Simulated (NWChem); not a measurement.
## Single-point calculation of BN2H5 (charge −1) (part 3 of 3)

Continued. System: BN2H5, charge −1, multiplicity 2. Method: MP2/6-311+G**, UHF (NWChem 7.3.0). The geometry is that of the parent species in another charge or spin state. The geometry comes from this level: PBE0-D4/def2-TZVP.

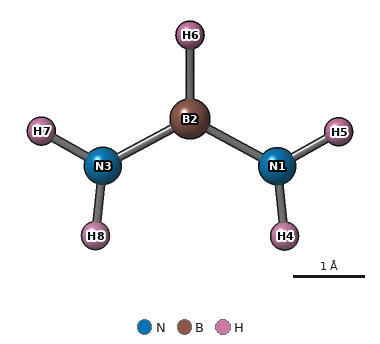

**Figure 1.** The input geometry (ball-and-stick view, seen on its broad side; atoms are numbered from 1 in the order of the input).

### What the program printed, continued
```
 Vector   11  Occ=1.000000D+00  E=-3.100500D-01
              MO Center= -2.5D-02, -8.5D-02, -4.8D-02, r^2= 2.3D+00
   Bfn.  Coefficient  Atom+Function         Bfn.  Coefficient  Atom+Function
  ----- ------------  ---------------      ----- ------------  ---------------
     9      0.211215  1 N  pz                13      0.211430  1 N  pz
    53      0.211220  3 N  pz                57      0.211432  3 N  pz

 Vector   12  Occ=1.000000D+00  E=-2.282967D-01
              MO Center= -5.6D-02, -1.5D-01, -8.3D-02, r^2= 2.5D+00
   Bfn.  Coefficient  Atom+Function         Bfn.  Coefficient  Atom+Function
  ----- ------------  ---------------      ----- ------------  ---------------
    13      0.255053  1 N  pz                57     -0.255026  3 N  pz
     9      0.238347  1 N  pz                53     -0.238325  3 N  pz
    11     -0.176908  1 N  px                55      0.176924  3 N  px
     7     -0.165319  1 N  px                51      0.165334  3 N  px

 Vector   13  Occ=0.000000D+00  E= 1.754039D-01
              MO Center=  1.1D+00,  2.4D+00,  1.2D+00, r^2= 9.5D+00
   Bfn.  Coefficient  Atom+Function         Bfn.  Coefficient  Atom+Function
  ----- ------------  ---------------      ----- ------------  ---------------
    36      1.853520  2 B  s                 32      1.137394  2 B  s
    38      1.091325  2 B  py                14     -0.911407  1 N  s
    58     -0.910090  3 N  s                 81     -0.885143  6 H  s
    60     -0.756422  3 N  py                16     -0.734992  1 N  py
    39      0.574678  2 B  pz                75      0.518150  5 H  s

 Vector   14  Occ=0.000000D+00  E= 1.788138D-01
              MO Center=  3.9D-01,  8.0D-01,  4.2D-01, r^2= 1.8D+01
   Bfn.  Coefficient  Atom+Function         Bfn.  Coefficient  Atom+Function
  ----- ------------  ---------------      ----- ------------  ---------------
    14      2.861830  1 N  s                 58     -2.861744  3 N  s
    37      1.894211  2 B  px                38     -1.417376  2 B  py
    39      1.023115  2 B  pz                16      0.969605  1 N  py
    75     -0.864410  5 H  s                 87      0.864464  7 H  s
    59     -0.651462  3 N  px                33      0.591367  2 B  px

 Vector   15  Occ=0.000000D+00  E= 1.978628D-01
              MO Center= -4.6D-01, -1.0D+00, -5.4D-01, r^2= 1.5D+01
   Bfn.  Coefficient  Atom+Function         Bfn.  Coefficient  Atom+Function
  ----- ------------  ---------------      ----- ------------  ---------------
    36     -3.008317  2 B  s                 14      2.919199  1 N  s
    58      2.919966  3 N  s                 38      1.634911  2 B  py
    32     -1.515902  2 B  s                 34      1.084450  2 B  py
    16     -1.016067  1 N  py                39      0.861603  2 B  pz
    69     -0.832132  4 H  s                 93     -0.832349  8 H  s

 Vector   16  Occ=0.000000D+00  E= 2.038718D-01
              MO Center=  4.2D-01,  8.7D-01,  4.6D-01, r^2= 1.5D+01
   Bfn.  Coefficient  Atom+Function         Bfn.  Coefficient  Atom+Function
  ----- ------------  ---------------      ----- ------------  ---------------
    39      1.374754  2 B  pz                37     -0.953791  2 B  px
    17     -0.442082  1 N  pz                61     -0.442019  3 N  pz
    15      0.306615  1 N  px                59      0.306762  3 N  px
    38     -0.282302  2 B  py

 Vector   17  Occ=0.000000D+00  E= 2.938370D-01
              MO Center= -1.0D-01, -2.5D-01, -1.4D-01, r^2= 1.3D+01
   Bfn.  Coefficient  Atom+Function         Bfn.  Coefficient  Atom+Function
  ----- ------------  ---------------      ----- ------------  ---------------
    60      2.383745  3 N  py                15     -1.795197  1 N  px
    69     -1.469805  4 H  s                 93      1.470183  8 H  s
    17     -1.409905  1 N  pz                33     -1.197113  2 B  px
    34      0.895945  2 B  py                16     -0.802582  1 N  py
    35     -0.646533  2 B  pz                14     -0.610991  1 N  s

 Vector   18  Occ=0.000000D+00  E= 3.142135D-01
              MO Center= -3.0D-01, -6.7D-01, -3.6D-01, r^2= 1.1D+01
   Bfn.  Coefficient  Atom+Function         Bfn.  Coefficient  Atom+Function
  ----- ------------  ---------------      ----- ------------  ---------------
    14      2.253714  1 N  s                 58      2.252889  3 N  s
    36     -1.885662  2 B  s                 59      1.116811  3 N  px
    75     -1.113342  5 H  s                 87     -1.111556  7 H  s
    15     -0.966754  1 N  px                16      0.944839  1 N  py
    81      0.799986  6 H  s                 34     -0.724841  2 B  py

 Vector   19  Occ=0.000000D+00  E= 3.421037D-01
              MO Center=  9.7D-02,  1.8D-01,  9.0D-02, r^2= 1.2D+01
   Bfn.  Coefficient  Atom+Function         Bfn.  Coefficient  Atom+Function
  ----- ------------  ---------------      ----- ------------  ---------------
    60      2.338369  3 N  py                32     -2.305652  2 B  s
    16      2.166716  1 N  py                69      1.593010  4 H  s
    93      1.595097  8 H  s                 38     -1.431249  2 B  py
    17      1.248958  1 N  pz                15      1.159162  1 N  px
    34     -1.152806  2 B  py                61      1.128553  3 N  pz

 Vector   20  Occ=0.000000D+00  E= 3.437334D-01
              MO Center=  2.0D-03, -2.7D-02, -1.8D-02, r^2= 6.2D+00
   Bfn.  Coefficient  Atom+Function         Bfn.  Coefficient  Atom+Function
  ----- ------------  ---------------      ----- ------------  ---------------
    35      1.190290  2 B  pz                17     -0.829295  1 N  pz
    33     -0.825742  2 B  px                61     -0.829593  3 N  pz
    15      0.575275  1 N  px                59      0.574797  3 N  px
    39      0.313358  2 B  pz                34     -0.244770  2 B  py
    37     -0.217063  2 B  px                16      0.171547  1 N  py

 Vector   21  Occ=0.000000D+00  E= 3.454888D-01
              MO Center=  2.8D-03, -2.7D-02, -1.7D-02, r^2= 1.5D+01
   Bfn.  Coefficient  Atom+Function         Bfn.  Coefficient  Atom+Function
  ----- ------------  ---------------      ----- ------------  ---------------
    16      4.292971  1 N  py                59     -3.716383  3 N  px
    61     -2.646210  3 N  pz                75     -2.448016  5 H  s
    87      2.447424  7 H  s                 37      2.152148  2 B  px
    38     -1.611967  2 B  py                15     -1.569923  1 N  px
    14      1.407802  1 N  s                 58     -1.409047  3 N  s

 Vector   22  Occ=0.000000D+00  E= 3.629080D-01
              MO Center= -6.1D-02, -1.6D-01, -8.9D-02, r^2= 1.0D+01
   Bfn.  Coefficient  Atom+Function         Bfn.  Coefficient  Atom+Function
  ----- ------------  ---------------      ----- ------------  ---------------
    17      1.020179  1 N  pz                61     -1.019969  3 N  pz
    15     -0.707484  1 N  px                59      0.708114  3 N  px
    13     -0.369520  1 N  pz                57      0.369467  3 N  pz
    11      0.256276  1 N  px                55     -0.256286  3 N  px
    16     -0.209737  1 N  py                60      0.209238  3 N  py

 Vector   23  Occ=0.000000D+00  E= 3.861928D-01
              MO Center= -2.4D-01, -5.6D-01, -3.0D-01, r^2= 9.2D+00
   Bfn.  Coefficient  Atom+Function         Bfn.  Coefficient  Atom+Function
  ----- ------------  ---------------      ----- ------------  ---------------
    14      4.775715  1 N  s                 58      4.776432  3 N  s
    32     -4.407250  2 B  s                 36     -3.358611  2 B  s
    34      1.907389  2 B  py                81     -1.346674  6 H  s
    59     -1.075216  3 N  px                35      1.005157  2 B  pz
    38      0.992385  2 B  py                16     -0.970021  1 N  py

 Vector   24  Occ=0.000000D+00  E= 4.001733D-01
              MO Center=  2.5D-01,  5.2D-01,  2.7D-01, r^2= 7.9D+00
   Bfn.  Coefficient  Atom+Function         Bfn.  Coefficient  Atom+Function
  ----- ------------  ---------------      ----- ------------  ---------------
    14      4.569168  1 N  s                 58      4.570521  3 N  s
    81     -3.207150  6 H  s                 75     -2.199079  5 H  s
    87     -2.200051  7 H  s                 34      1.611524  2 B  py
    69     -1.502048  4 H  s                 93     -1.501643  8 H  s
    36     -1.477538  2 B  s                 38      0.992465  2 B  py

 Vector   25  Occ=0.000000D+00  E= 4.159273D-01
              MO Center=  5.6D-02,  8.9D-02,  4.4D-02, r^2= 7.7D+00
   Bfn.  Coefficient  Atom+Function         Bfn.  Coefficient  Atom+Function
  ----- ------------  ---------------      ----- ------------  ---------------
    39     -1.011591  2 B  pz                17      0.956538  1 N  pz
    61      0.956713  3 N  pz                37      0.701318  2 B  px
    15     -0.663989  1 N  px                59     -0.663996  3 N  px
    13     -0.481292  1 N  pz                57     -0.481271  3 N  pz
    11      0.333873  1 N  px                55      0.333910  3 N  px

 Vector   26  Occ=0.000000D+00  E= 4.179592D-01
              MO Center= -7.8D-02, -2.0D-01, -1.1D-01, r^2= 9.0D+00
   Bfn.  Coefficient  Atom+Function         Bfn.  Coefficient  Atom+Function
  ----- ------------  ---------------      ----- ------------  ---------------
    14      6.926510  1 N  s                 58     -6.926735  3 N  s
    60     -1.554053  3 N  py                15      1.485002  1 N  px
    75     -1.254129  5 H  s                 87      1.252938  7 H  s
    33      1.175354  2 B  px                17      0.989837  1 N  pz
    34     -0.879650  2 B  py                59      0.856579  3 N  px

 Vector   27  Occ=0.000000D+00  E= 4.500259D-01
              MO Center=  3.5D-01,  7.2D-01,  3.7D-01, r^2= 8.3D+00
   Bfn.  Coefficient  Atom+Function         Bfn.  Coefficient  Atom+Function
  ----- ------------  ---------------      ----- ------------  ---------------
    14      5.031224  1 N  s                 58      5.014402  3 N  s
    32     -3.807543  2 B  s                 81      3.412074  6 H  s
    69     -2.612561  4 H  s                 93     -2.605794  8 H  s
    36     -2.469845  2 B  s                 75     -1.711424  5 H  s
    87     -1.708879  7 H  s                 34     -0.858532  2 B  py

 Vector   28  Occ=0.000000D+00  E= 4.573681D-01
              MO Center= -2.8D-01, -6.3D-01, -3.3D-01, r^2= 7.3D+00
   Bfn.  Coefficient  Atom+Function         Bfn.  Coefficient  Atom+Function
  ----- ------------  ---------------      ----- ------------  ---------------
    14      7.624768  1 N  s                 58     -7.635458  3 N  s
    69     -3.342078  4 H  s                 93      3.345188  8 H  s
    33      1.674937  2 B  px                75     -1.440187  5 H  s
    87      1.446058  7 H  s                 34     -1.251954  2 B  py
    35      0.905020  2 B  pz                10      0.898607  1 N  s

 Vector   29  Occ=0.000000D+00  E= 4.979738D-01
              MO Center=  1.2D-03, -3.1D-02, -1.9D-02, r^2= 8.7D+00
   Bfn.  Coefficient  Atom+Function         Bfn.  Coefficient  Atom+Function
  ----- ------------  ---------------      ----- ------------  ---------------
    69      3.186019  4 H  s                 93      3.189176  8 H  s
    75     -2.955180  5 H  s                 87     -2.954804  7 H  s
    32     -2.780707  2 B  s                 16      2.650144  1 N  py
    59      1.664519  3 N  px                60      1.654702  3 N  py
    61      1.494097  3 N  pz                14      1.216354  1 N  s

 Vector   30  Occ=0.000000D+00  E= 5.241085D-01
              MO Center=  9.3D-02,  1.7D-01,  8.6D-02, r^2= 9.4D+00
   Bfn.  Coefficient  Atom+Function         Bfn.  Coefficient  Atom+Function
  ----- ------------  ---------------      ----- ------------  ---------------
    75      4.937461  5 H  s                 87     -4.935544  7 H  s
    16     -4.283981  1 N  py                59      4.276961  3 N  px
    61      2.768428  3 N  pz                15      2.739679  1 N  px
    14      2.415789  1 N  s                 58     -2.418012  3 N  s
    33      1.828969  2 B  px                34     -1.368889  2 B  py

 center of mass
 --------------
 x =   0.01884352 y =  -0.01984373 z =  -0.01656542

 moments of inertia (a.u.)
 ------------------
         120.153572691406          69.608195970409         -63.352513196543
          69.608195970409         149.437894014826          31.328461377061
         -63.352513196543          31.328461377061         194.557356706299

  Mulliken analysis of the total density
  --------------------------------------

    Atom       Charge   Shell Charges
 -----------   ------   -------------------------------------------------------
    1 N    7     6.68   1.09  0.90  0.77  0.81  1.87  0.64  1.40 -0.95  0.13  0.02
    2 B    5     7.10   1.13  0.86  0.45  0.59  0.96  0.37  0.20  1.77  0.57  0.18
    3 N    7     6.68   1.09  0.90  0.77  0.81  1.87  0.64  1.40 -0.95  0.13  0.02
    4 H    1     0.88   0.26  0.42  0.15  0.05
    5 H    1     0.81   0.27  0.44  0.05  0.05
    6 H    1     1.17   0.26  0.61  0.29  0.01
    7 H    1     0.81   0.27  0.44  0.05  0.05
    8 H    1     0.88   0.26  0.42  0.15  0.05

  Mulliken analysis of the alpha density
  --------------------------------------

    Atom       Charge   Shell Charges
 -----------   ------   -------------------------------------------------------
    1 N    7     2.81   0.55  0.45  0.38  0.41  0.93  0.31  0.70 -0.98  0.05  0.01
    2 B    5     4.87   0.57  0.43  0.23  0.30  0.48  0.29  0.15  1.77  0.57  0.09
    3 N    7     2.81   0.55  0.45  0.38  0.41  0.93  0.31  0.70 -0.98  0.05  0.01
    4 H    1     0.52   0.13  0.21  0.16  0.02
    5 H    1     0.43   0.13  0.22  0.05  0.02
    6 H    1     0.60   0.13  0.31  0.15  0.01
    7 H    1     0.43   0.13  0.22  0.05  0.02
    8 H    1     0.52   0.13  0.21  0.16  0.02

   Mulliken analysis of the beta density
   -------------------------------------

    Atom       Charge   Shell Charges
 -----------   ------   -------------------------------------------------------
    1 N    7     3.86   0.55  0.45  0.38  0.40  0.93  0.32  0.71  0.03  0.08  0.01
    2 B    5     2.23   0.57  0.43  0.22  0.30  0.48  0.08  0.05  0.00  0.00  0.09
    3 N    7     3.86   0.55  0.45  0.38  0.40  0.93  0.32  0.71  0.03  0.08  0.01
    4 H    1     0.36   0.13  0.21 -0.01  0.02
    5 H    1     0.38   0.13  0.22 -0.00  0.02
    6 H    1     0.57   0.13  0.30  0.13  0.01
    7 H    1     0.38   0.13  0.22 -0.00  0.02
    8 H    1     0.36   0.13  0.21 -0.01  0.02

   Mulliken analysis of the spin density
   -------------------------------------

    Atom       Charge   Shell Charges
 -----------   ------   -------------------------------------------------------
    1 N    7    -1.05   0.00 -0.00 -0.00  0.01 -0.00 -0.01 -0.01 -1.01 -0.02  0.00
    2 B    5     2.64  -0.00  0.00  0.00 -0.00  0.00  0.21  0.09  1.77  0.57 -0.00
    3 N    7    -1.05   0.00 -0.00 -0.00  0.01 -0.00 -0.01 -0.01 -1.01 -0.02  0.00
    4 H    1     0.16  -0.00 -0.00  0.16  0.00
    5 H    1     0.05  -0.00 -0.00  0.05  0.00
    6 H    1     0.02   0.00  0.00  0.02  0.00
    7 H    1     0.05  -0.00 -0.00  0.05  0.00
    8 H    1     0.16  -0.00 -0.00  0.16  0.00

       Multipole analysis of the density wrt the origin
       ------------------------------------------------

     L   x y z        total         alpha         beta         nuclear
     -   - - -        -----         -----         ----         -------
     0   0 0 0     -1.000000    -13.000000    -12.000000     24.000000

     1   1 0 0      0.735434      0.749221     -0.263420      0.249633
     1   0 1 0      1.646435      2.401593      0.157579     -0.912738
     1   0 0 1      0.873299      1.344340      0.156348     -0.627389

     2   2 0 0    -29.841967    -57.917905    -41.267935     69.343874
     2   1 1 0     -2.597723     18.388325     19.688568    -40.674615
     2   1 0 1      3.762589    -17.269387    -18.717080     39.749055
     2   0 2 0    -29.816155    -50.817010    -33.693837     54.694692
     2   0 1 1     -0.562486      7.932298      8.473649    -16.968434
     2   0 0 2    -33.589198    -37.996021    -19.700011     24.106834

                   NWChem MP2 Semi-direct Energy/Gradient Module
                   ---------------------------------------------

                                       BH5N2

  Basis functions       =     96
  Molecular orbitals    =     96
  Frozen core           =      3
  Frozen virtuals       =      0
  Active alpha occupied =     10
  Active beta occupied  =      9
  Active alpha virtual  =     83
  Active beta virtual   =     84
  Use MO symmetry       = F
  Use skeleton AO sym   = F

  AO/Fock/Back tols     =   1.0D-11  1.0D-11  1.0D-11

 GA uses MA = F    GA memory limited = T

 Available:
  local mem=  1.26D+08
 global mem=  1.44D+08
 local disk=  0.00D+00
   1 passes of  10:        3145728                      39965                  13067587.
   1 passes of  10: M    126153170           G      144160768           F     123007442.

 Semi-direct pass number   1 of   1  for UHF alpha       at       29.9s
 Done moints_semi at       32.2s
 Done maket at       32.3s
 Done multipass loop at       32.3s

 GA uses MA = F    GA memory limited = T

 Available:
  local mem=  1.26D+08
 global mem=  1.44D+08
 local disk=  0.00D+00
   1 passes of   9:        3145728                      38078                  11903937.
   1 passes of   9: M    126153170           G      144160768           F     123007442.

 Semi-direct pass number   1 of   1  for UHF beta        at       32.4s
 Done moints_semi at       34.5s
 Done maket at       34.7s
 Done multipass loop at       34.7s

          -------------------------------------------
          SCF energy                -136.568217003438
          Correlation energy          -0.469590397655
          Singlet pairs                0.000000000000
          Triplet pairs                0.000000000000
          Total MP2 energy          -137.037807401093
          -------------------------------------------

          ---------------------------------------------------
                    Spin Component Scaled (SCS) MP2
          Same spin pairs                     -0.115264051917
          Same spin scaling factor             0.333333333333
          Opposite spin pairs                 -0.354326345738
          Opposite spin scaling fact.          1.200000000000
          SCS-MP2 correlation energy          -0.463612965524
          Total SCS-MP2 energy              -137.031829968963
          ---------------------------------------------------

 -----------------------
 Task  times  cpu:       34.7s     wall:       34.7s
 Total times  cpu:       34.7s     wall:       34.7s
```

The run was set up as follows.

### The input
```
start geom
title "BH5N2"
memory stack 880 mb heap 220 mb global 1100 mb
charge -1

geometry units angstrom noautosym nocenter noautoz
N    -0.971000    0.516500   -0.581100
B     0.194200    0.386600    0.200500
N     0.848200   -0.845200    0.401400
H    -1.426800   -0.244500   -1.053400
H    -1.423900    1.400900   -0.713700
H     0.649700    1.368600    0.718000
H     1.676700   -0.919800    0.960900
H     0.545000   -1.720300    0.011600
end

basis "ao basis" spherical bse
* library 6-311+G**
end

scf
doublet
uhf
thresh 1e-08
maxiter 80
end

mp2
freeze core 3
tight
end

task mp2 energy
```

Launched with:
```bash
nwchem geom.nw > geom.out
```

### Results in brief

| quantity | value |
| --- | --- |
| outcome | converged |
| total energy | −137.037807 hartree |
| SCF energy | −136.568217 hartree |
| correlation energy | −0.469590 hartree |
| basis functions | 96 |
| ⟨S²⟩ | 0.750 |
| hardware | 1 thread of Intel Xeon @ 2.90GHz (Ice Lake), 16 GiB of memory available, shared host |
| wall time | 35 s |
| peak memory | 0.24 GiB |
